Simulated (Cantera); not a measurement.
Charge: 1 mol BN, 4 mol F2, 10 mol N2, equilibrated at 13.3 mbar.

Method: chemical equilibrium by Gibbs-energy minimisation in Cantera with the NASA 1993 tables (ideal gas, pure condensed phases). Candidate condensed phases: B, BN; 13 gas species. Equilibrium is a limit: real reactors are often held back by kinetics, nucleation or transport.

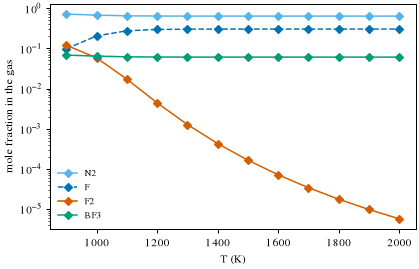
Figure. Equilibrium gas composition (values under 1e-9 drawn at 1e-9)

Question: Read off the mole fractions at 2000 K.

Answer: N2 about 0.64, F about 0.30, BF3 about 0.061, F2 about 5.7e-6.
